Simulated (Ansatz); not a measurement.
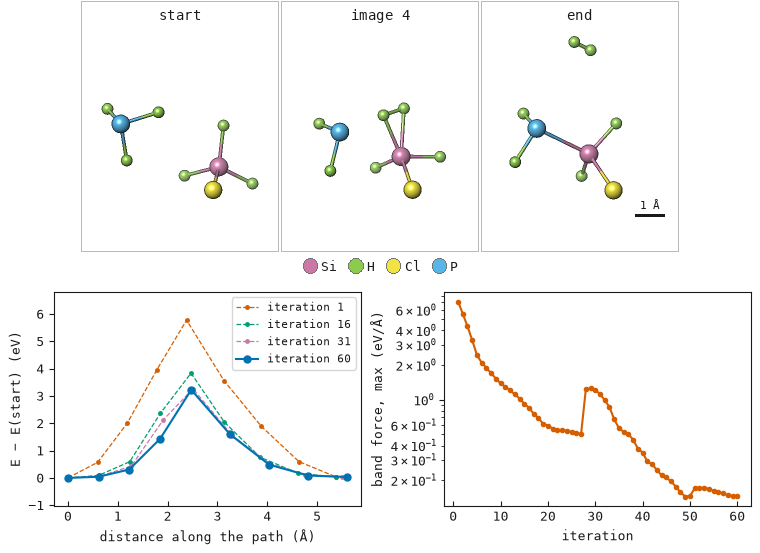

A nudged-elastic-band calculation for SiPH$_{6}$Cl, made up at the start of SiH3Cl and PH$_{3}$. Images are numbered from 0 (start) to 8 (end). The plot follows the band through its iterations. Style: ball-and-stick. Shown from a free direction.

These are results of RKS B3LYP-D4/6-31G* (Ansatz), not measurements. Run with 7 movable images; climbing image; force threshold 0.05 eV/Å; iteration limit 60; optimiser FIRE; largest step 0.02 Å; starting path through a guess of the saddle point.

Judge this run.

Answer. The result isn't final. The band hadn't converged when the run stopped after 60 iterations. The largest component of the band force went from 7.1 to 0.15 eV/Å. The barrier read from it is provisional, though the highest image hardly moved in the last two iterations. The step length is far from the usual. The first iteration put the highest image at 5.78 eV. The energy climbs by 3.23 eV to image 4 and then falls by 3.19 eV, so the end point sits at +0.03 eV.

Limits of the set-up: the start holds two separate molecules, 2.8 Å apart at their closest, whose relative position is a soft coordinate.
